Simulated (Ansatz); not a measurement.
# ZnS: a line through a two-coordinate scan

Aim: follow the energy of ZnS (P6_3mc, No. 186; 4 atoms in the cell) along one coordinate, c/a of the conventional cell, with the other held at volume per atom = 21.39 Å³.

Method: DFT PBE, scalar-relativistic, plane waves, PAW, in Ansatz 0.2.0.

## 1. The system as given

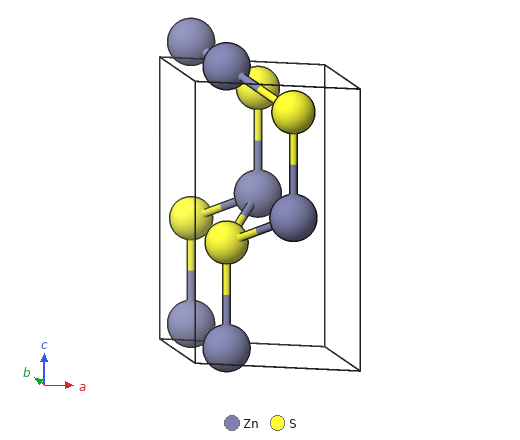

Start, viewed slightly off an axis; zinc blue, sulfur yellow. 1×2×1 cells are drawn. Atoms on the faces are drawn again on the opposite ones.

As a file:

```cif
data_structure
_symmetry_space_group_name_H-M 'P 1'
_symmetry_Int_Tables_number 1
_cell_length_a 3.8456
_cell_length_b 3.8456
_cell_length_c 6.3037
_cell_angle_alpha 90.000
_cell_angle_beta 90.000
_cell_angle_gamma 120.000
_cell_volume 80.73
loop_
_atom_site_label
_atom_site_type_symbol
_atom_site_fract_x
_atom_site_fract_y
_atom_site_fract_z
_atom_site_occupancy
Zn1 Zn 0.33333 0.66667 0.00520 1
Zn2 Zn 0.66667 0.33333 0.50520 1
S1 S 0.33333 0.66667 0.37980 1
S2 S 0.66667 0.33333 0.87980 1
```

This cell was relaxed beforehand with the same method: volume 20.18 Å³/atom, gap on the mesh 2.08 eV.

## 2. The scan

The energy is mapped over volume and the cell's shape.

- volume per atom: 5 values from 17.76 to 22.61 Å³
- c/a of the conventional cell: 5 values from 1.367 to 1.966

Nothing else is relaxed (fractional coordinates fixed). Energies count from the relaxed crystal. Points are written as (first, second).

## 3. Grid point (21.39 Å³, 1.367)

Contents of input.yaml:

```yaml
crystal:
  lattice:
    - [4.1661724084, 0.0, 0.0]
    - [-2.0830862042, 3.6080111422, 0.0]
    - [0.0, 0.0, 5.693074596]
  atoms:
    - { symbol: Zn, position: [0.3333333333, 0.6666666667, 0.0052003725] }
    - { symbol: Zn, position: [0.6666666667, 0.3333333333, 0.5052003725] }
    - { symbol: S, position: [0.3333333333, 0.6666666667, 0.3797996275] }
    - { symbol: S, position: [0.6666666667, 0.3333333333, 0.8797996275] }
basis:
  ecutwfc: 520.0
kpoints:
  mp_grid: { grid: [9, 9, 6] }
hamiltonian:
  xc: pbe
scf:
  occupations: { method: gaussian, width: 0.05 }
output:
  forces: true
  stress: true
  eigenvalues: true
```

Launch:

```bash
$ ansatz run input.yaml --threads 1 --pin off --max-ram 2048MiB --backend cpu --events-out ev --progress --plain --runs-dir out
```

Standard output, shortened:

```text
Warning: RAYON_NUM_THREADS=1 ignored (pool sized by the plan → 1); use --threads N
[...]
Pseudopotentials: kind: paw
Pseudopotential: Zn, paw, valence charge 12, recommended cutoff 420 eV (normal), Zn.paw.azcp
Pseudopotential: S, paw, valence charge 6, recommended cutoff 420 eV (normal), S.paw.azcp
Functional definition: PBE
[...]
Crystal: 4 atoms, lattice volume = 85.576 Å³
Basis set: ecut = 520 eV, 2307 PW (Γ), exchange–correlation on 64×64×90 points (8 copies of the dense FFT grid, shifted against one another)
Bands: 22, of which v1, the nominal top of the filled ones, is band 18 counted from 1 (17 counted from 0)
Symmetry: 12 space group operations
Space group: P63mc (ITA 186), of the structure as read, at distance tolerance 4.4e-5 Å
k-points: 48 of 486 (time reversal used)
[...]
SCF iter   1: F=—  HF=-8444.676999 eV  |F-HF|=—  |Δ(HF+E_count)|=         —  Δρ=9.61e-4  dr2=3.98e-4  ethr=1.77e-3  ⟨swp⟩=6.3  Hψ=5246  notcnv=0
[...]
SCF iter   7: F=-8444.677424 eV  HF=-8444.677424 eV  |F-HF|=2.63e-8  |Δ(HF+E_count)|=   3.59e-7  Δρ=4.42e-6  dr2=1.37e-8  ethr=2.78e-10  ⟨swp⟩=5.7  Hψ=4906  notcnv=0
[...]
SCF converged after 7 iterations
Free energy (F): -8444.677424 eV
[...]
E sigma→0 (E₀):  -8444.677424 eV
Fermi energy:    5.686809 eV
[...]
--- Forces (eV/Å), atoms counted from 1 ---
  atom   1  Zn    -0.00000000    -0.00000000    -1.70295401
  atom   2  Zn     0.00000000     0.00000000    -1.70295401
  atom   3  S      0.00000000    -0.00000000     1.70296520
  atom   4  S     -0.00000000     0.00000000     1.70296520
[...]
--- Stress (GPa, compression-positive) ---
       -7.691866       0.000000       0.000000
        0.000000      -7.691866       0.000000
        0.000000       0.000000      16.878945
  P = ⅓ Tr σ = 0.4984 GPa (4.984 kbar)
--- Band table (eV; the first three rows and the last of 48) ---
  k-point 0: bands = ["-7.9418", "-6.8016", "-1.4622", "-1.3052", "-1.3052", "-1.1655", "-1.1655", "-1.0112", "-1.0112", "-0.9407", "-0.9407", "-0.7676", "0.0530", "3.3989", "3.3989", "4.7218", "4.7218", "4.7703", "6.6033", "6.6666", "10.4972", "10.4972"]
[...]
```

It took 10 s on 1 thread of Arm Neoverse V2, shared host; peak memory 0.37 GiB.

On the map this point reads 196 meV/atom.

## 4. Grid point (21.39 Å³, 1.497)

input.yaml: that of step 3 with these lines changed.

```diff
@@ -2,5 +2,5 @@
   lattice:
-    - [4.1661724084, 0.0, 0.0]
-    - [-2.0830862042, 3.6080111422, 0.0]
-    - [0.0, 0.0, 5.693074596]
+    - [4.0416825332, 0.0, 0.0]
+    - [-2.0208412666, 3.5001997478, 0.0]
+    - [0.0, 0.0, 6.0491862475]
   atoms:
```

Launch:

```bash
$ ansatz run input.yaml --threads 1 --pin off --max-ram 2048MiB --backend cpu --events-out ev --progress --plain --runs-dir out
```

Standard output, shortened:

```text
Warning: RAYON_NUM_THREADS=1 ignored (pool sized by the plan → 1); use --threads N
[...]
[... 4 set-up lines as earlier in the session ...]
[...]
Crystal: 4 atoms, lattice volume = 85.576 Å³
Basis set: ecut = 520 eV, 2285 PW (Γ), exchange–correlation on 64×64×90 points (8 copies of the dense FFT grid, shifted against one another)
Bands: 22, of which v1, the nominal top of the filled ones, is band 18 counted from 1 (17 counted from 0)
[... 2 set-up lines as earlier in the session ...]
k-points: 48 of 486 (time reversal used)
[...]
SCF converged after 7 iterations
Free energy (F): -8445.240721 eV
[...]
E sigma→0 (E₀):  -8445.240721 eV
Fermi energy:    5.729198 eV
[...]
--- Forces (eV/Å), atoms counted from 1 ---
  atom   1  Zn     0.00000000    -0.00000000    -0.55231019
  atom   2  Zn     0.00000000     0.00000000    -0.55231019
  atom   3  S     -0.00000000    -0.00000000     0.55231177
  atom   4  S      0.00000000     0.00000000     0.55231177
[...]
--- Stress (GPa, compression-positive) ---
       -6.147668       0.000000      -0.000000
        0.000000      -6.147668       0.000000
       -0.000000       0.000000       4.594038
  P = ⅓ Tr σ = -2.5671 GPa (-25.671 kbar)
--- Band table (eV; the first three rows and the last of 48) ---
  k-point 0: bands = ["-7.8623", "-6.8885", "-1.3281", "-1.2463", "-1.2463", "-1.1506", "-1.1506", "-0.9265", "-0.9265", "-0.8504", "-0.8504", "-0.6795", "-0.0231", "3.7016", "3.7016", "4.7349", "4.7349", "4.8183", "6.6401", "7.1796", "10.7793", "10.7793"]
[...]
```

Wall time 9.9 s (1 thread of Arm Neoverse V2, shared host); peak memory 0.37 GiB.

On the map this point reads 56 meV/atom.

## 5. Grid point (21.39 Å³, 1.639)

input.yaml: that of step 4 with these lines changed.

```diff
@@ -2,5 +2,5 @@
   lattice:
-    - [4.0416825332, 0.0, 0.0]
-    - [-2.0208412666, 3.5001997478, 0.0]
-    - [0.0, 0.0, 6.0491862475]
+    - [3.9209790444, 0.0, 0.0]
+    - [-1.9604895222, 3.3956674601, 0.0]
+    - [0.0, 0.0, 6.4273553084]
   atoms:
@@ -22 +22,5 @@
   eigenvalues: true
+  write_density: true
+  write_potential: true
+  elf: true
+  volumetric_format: npy
```

Launch:

```bash
$ ansatz run input.yaml --threads 1 --pin off --max-ram 2048MiB --backend cpu --events-out ev --progress --plain --runs-dir out
```

Standard output, shortened:

```text
Warning: RAYON_NUM_THREADS=1 ignored (pool sized by the plan → 1); use --threads N
[...]
[... 4 set-up lines as earlier in the session ...]
[...]
Crystal: 4 atoms, lattice volume = 85.576 Å³
Basis set: ecut = 520 eV, 2297 PW (Γ), exchange–correlation on 60×60×96 points (8 copies of the dense FFT grid, shifted against one another)
Bands: 22, of which v1, the nominal top of the filled ones, is band 18 counted from 1 (17 counted from 0)
[... 2 set-up lines as earlier in the session ...]
k-points: 48 of 486 (time reversal used)
[...]
SCF converged after 7 iterations
Free energy (F): -8445.406737 eV
[...]
E sigma→0 (E₀):  -8445.406737 eV
Fermi energy:    5.709188 eV
[...]
--- Forces (eV/Å), atoms counted from 1 ---
  atom   1  Zn    -0.00000000    -0.00000000    -0.01001879
  atom   2  Zn     0.00000000     0.00000000    -0.01001879
  atom   3  S     -0.00000000    -0.00000000     0.01001457
  atom   4  S     -0.00000000     0.00000000     0.01001457
[...]
--- Stress (GPa, compression-positive) ---
       -3.535983      -0.000000       0.000000
        0.000000      -3.535983       0.000000
        0.000000      -0.000000      -3.561849
  P = ⅓ Tr σ = -3.5446 GPa (-35.446 kbar)
--- Band table (eV; the first three rows and the last of 48) ---
  k-point 0: bands = ["-7.8363", "-7.0461", "-1.2657", "-1.2559", "-1.2559", "-1.1866", "-1.1866", "-0.8937", "-0.8937", "-0.8324", "-0.8324", "-0.6924", "-0.0062", "4.0188", "4.0188", "4.7301", "4.7955", "4.7955", "6.6219", "7.7375", "11.1296", "11.1296"]
[...]
```

Run time: 14 s. Hardware: 1 thread of Arm Neoverse V2, shared host; peak memory 0.37 GiB.

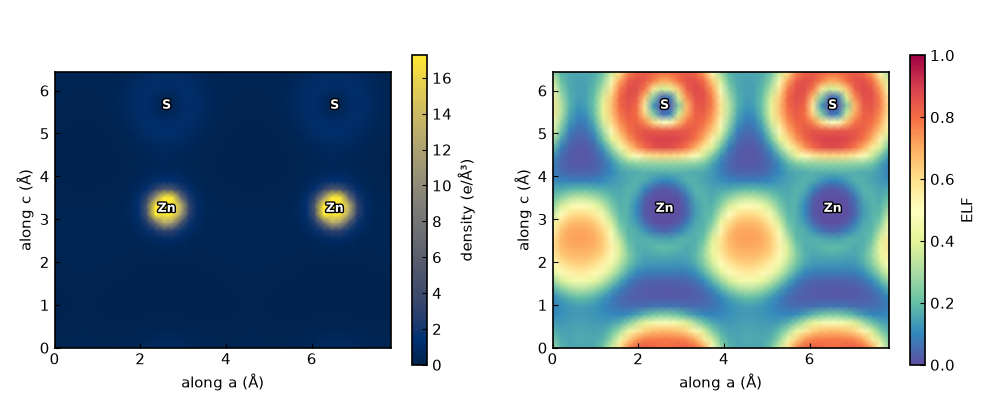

Density (left) and ELF (right) in the ac plane at y = 0.333 (fractional), which holds Zn and S. Only atoms in the plane are labelled; the density scale stops at 17.26 e/Å³. Both are smooth PAW fields of the valence electrons: close to the nuclei they are not physical.

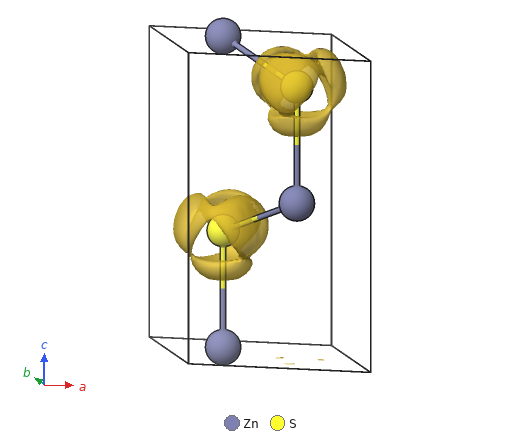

Surface of ELF = 0.84, a little under the main maxima, drawn in one cell.

Maxima of ELF outside the ion cores: 0.90 on the S–Zn line, 0.8 Å from S.

Energy on the map's scale: 14 meV/atom.

## 6. The run at (21.39 Å³, 1.795)

input.yaml: that of step 5 with these lines changed.

```diff
@@ -2,5 +2,5 @@
   lattice:
-    - [3.9209790444, 0.0, 0.0]
-    - [-1.9604895222, 3.3956674601, 0.0]
-    - [0.0, 0.0, 6.4273553084]
+    - [3.8038207519, 0.0, 0.0]
+    - [-1.9019103759, 3.2942054026, 0.0]
+    - [0.0, 0.0, 6.829379778]
   atoms:
@@ -22,5 +22 @@
   eigenvalues: true
-  write_density: true
-  write_potential: true
-  elf: true
-  volumetric_format: npy
```

Launch:

```bash
$ ansatz run input.yaml --threads 1 --pin off --max-ram 2048MiB --backend cpu --events-out ev --progress --plain --runs-dir out
```

Standard output, shortened:

```text
Warning: RAYON_NUM_THREADS=1 ignored (pool sized by the plan → 1); use --threads N
[...]
[... 4 set-up lines as earlier in the session ...]
[...]
Crystal: 4 atoms, lattice volume = 85.576 Å³
Basis set: ecut = 520 eV, 2311 PW (Γ), exchange–correlation on 60×60×108 points (8 copies of the dense FFT grid, shifted against one another)
Bands: 22, of which v1, the nominal top of the filled ones, is band 18 counted from 1 (17 counted from 0)
[... 2 set-up lines as earlier in the session ...]
k-points: 48 of 486 (time reversal used)
[...]
SCF converged after 7 iterations
Free energy (F): -8445.265460 eV
[...]
E sigma→0 (E₀):  -8445.265460 eV
Fermi energy:    5.707111 eV
[...]
--- Forces (eV/Å), atoms counted from 1 ---
  atom   1  Zn    -0.00000000    -0.00000000     0.14430391
  atom   2  Zn     0.00000000     0.00000000     0.14430391
  atom   3  S      0.00000000    -0.00000000    -0.14431551
  atom   4  S     -0.00000000     0.00000000    -0.14431551
[...]
--- Stress (GPa, compression-positive) ---
       -0.024812      -0.000000       0.000000
       -0.000000      -0.024812      -0.000000
       -0.000000       0.000000      -8.364595
  P = ⅓ Tr σ = -2.8047 GPa (-28.047 kbar)
--- Band table (eV; the first three rows and the last of 48) ---
  k-point 0: bands = ["-7.8536", "-7.2400", "-1.3007", "-1.3007", "-1.2567", "-1.2503", "-1.2503", "-0.9007", "-0.9007", "-0.8583", "-0.8583", "-0.7993", "0.0836", "4.3510", "4.3510", "4.4792", "4.9128", "4.9128", "6.5003", "8.3310", "10.7507", "11.5375"]
[...]
```

Wall time 9.8 s (1 thread of Arm Neoverse V2, shared host); peak memory 0.37 GiB.

Energy on the map's scale: 49 meV/atom.

## 7. Grid point (21.39 Å³, 1.966)

input.yaml: that of step 6 with these lines changed.

```diff
@@ -2,5 +2,5 @@
   lattice:
-    - [3.8038207519, 0.0, 0.0]
-    - [-1.9019103759, 3.2942054026, 0.0]
-    - [0.0, 0.0, 6.829379778]
+    - [3.6901993542, 0.0, 0.0]
+    - [-1.8450996771, 3.1958063858, 0.0]
+    - [0.0, 0.0, 7.2564080102]
   atoms:
```

Launch:

```bash
$ ansatz run input.yaml --threads 1 --pin off --max-ram 2048MiB --backend cpu --events-out ev --progress --plain --runs-dir out
```

Standard output, shortened:

```text
Warning: RAYON_NUM_THREADS=1 ignored (pool sized by the plan → 1); use --threads N
[...]
[... 4 set-up lines as earlier in the session ...]
[...]
Crystal: 4 atoms, lattice volume = 85.576 Å³
Basis set: ecut = 520 eV, 2283 PW (Γ), exchange–correlation on 60×60×108 points (8 copies of the dense FFT grid, shifted against one another)
Bands: 22, of which v1, the nominal top of the filled ones, is band 18 counted from 1 (17 counted from 0)
[... 2 set-up lines as earlier in the session ...]
k-points: 48 of 486 (time reversal used)
[...]
SCF converged after 7 iterations
Free energy (F): -8444.885660 eV
[...]
E sigma→0 (E₀):  -8444.885660 eV
Fermi energy:    5.674191 eV
[...]
--- Forces (eV/Å), atoms counted from 1 ---
  atom   1  Zn     0.00000000    -0.00000000     0.08191154
  atom   2  Zn     0.00000000     0.00000000     0.08191154
  atom   3  S      0.00000000    -0.00000000    -0.08194740
  atom   4  S     -0.00000000     0.00000000    -0.08194740
[...]
--- Stress (GPa, compression-positive) ---
        4.226330       0.000000       0.000000
        0.000000       4.226330      -0.000000
        0.000000       0.000000     -10.638114
  P = ⅓ Tr σ = -0.7285 GPa (-7.285 kbar)
--- Band table (eV; the first three rows and the last of 48) ---
  k-point 0: bands = ["-7.9036", "-7.4445", "-1.3572", "-1.3572", "-1.3220", "-1.3220", "-1.2847", "-0.9489", "-0.9312", "-0.9312", "-0.9047", "-0.9047", "0.1890", "4.0801", "4.7019", "4.7019", "5.0928", "5.0928", "6.2541", "8.9453", "10.5519", "11.9961"]
[...]
```

Wall time 8.8 s (1 thread of Arm Neoverse V2, shared host); peak memory 0.37 GiB.

On the map this point reads 144 meV/atom.

## 8. The line in numbers

| c/a of the conventional cell | step | energy (meV/atom) | slope (meV/atom per unit) | pressure (GPa) | band gap on the k-mesh (eV) | largest force on an atom (eV/Å) |
| --- | --- | --- | --- | --- | --- | --- |
| 1.367 | 3 | 196 | −1601 | 0.50 | 1.83 | 1.70 |
| 1.497 | 4 | 56 | −639 | −2.57 | 1.82 | 0.55 |
| 1.639 | 5 | 14 | 1 | −3.54 | 1.83 | 0.01 |
| 1.795 | 6 | 49 | 414 | −2.81 | 1.59 | 0.14 |
| 1.966 | 7 | 144 | 673 | −0.73 | 1.16 | 0.08 |

Energies count from the relaxed crystal. Slopes come from the forces and the stress, not from differences of energies.

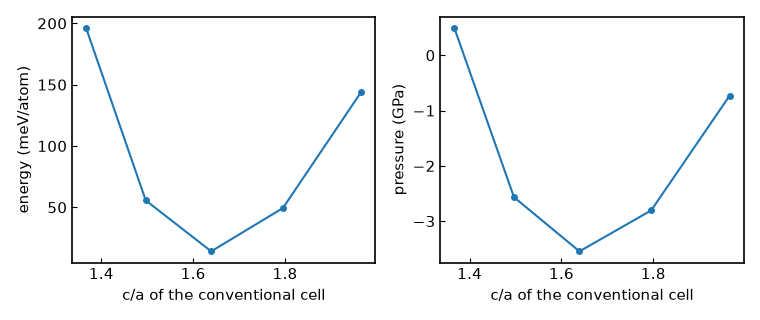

Energy and pressure along the line.

The lowest point of the line is at 1.639, 14 meV/atom from the zero. A fit to energies and slopes at the lowest point and its two neighbours puts the minimum at 1.6386, with a curvature of about 3400 meV/atom per (unit)². The highest point, at 1.367, lies 182 meV/atom above the lowest. This is one cut through a surface in two coordinates; the map's lowest point lies off it. A rigid map gives upper bounds: relaxing the other coordinates can only lower a point.
